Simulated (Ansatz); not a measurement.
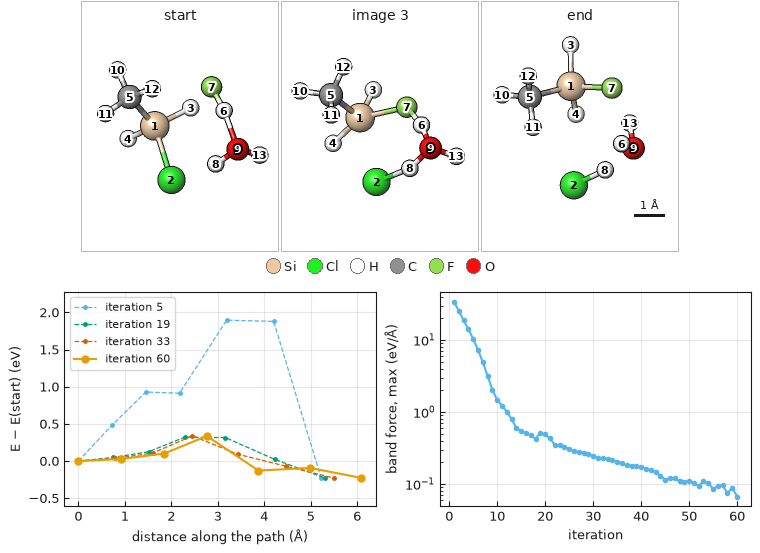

A nudged-elastic-band calculation for CH₈ClFOSi. Images are numbered from 0 (start) to 6 (end). The plot follows the band through its iterations. Style: ball-and-stick. Shown from a free direction.

These are results of RKS LDA/def2-SVP in Ansatz, not measurements. Settings: 5 movable images; climbing image; force threshold 0.05 eV/Å; iteration limit 60; optimiser FIRE; largest step 0.02 Å; starting path through a guess of the saddle point.

How did the profile develop, and is the result final?

Answer. The result isn't final. The band hadn't converged when the run stopped after 60 iterations. The largest component of the band force went from 34 to 0.067 eV/Å. The barrier read from it is provisional, though the highest image hardly moved in the last two iterations. The step length is far from the usual. The first iteration put the highest image at 6.18 eV. Forward barrier 0.34 eV, backward barrier 0.56 eV, with image 3 at the top; the reaction energy is −0.23 eV. The profile has 2 maxima (images 3, 5) with a dip at image 4 (−0.13 eV), which on an unconverged band is provisional.
